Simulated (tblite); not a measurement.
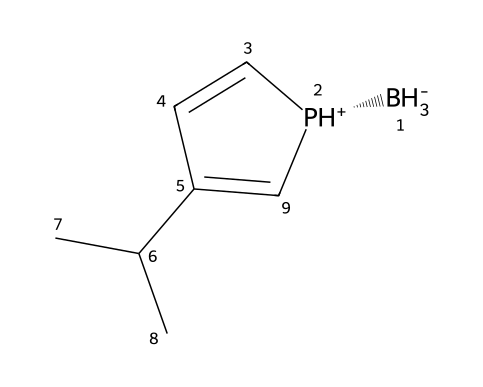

Skeletal drawing with numbered atoms; wedges and dashes mark any stereocentres. The configuration is that of a computed structure (GFN2-xTB).

What are the Cahn–Ingold–Prelog descriptors?

Answer. P2: S.

Write the isomeric SMILES.

Answer. [BH3-][P@H+]1C=CC(C(C)C)=C1
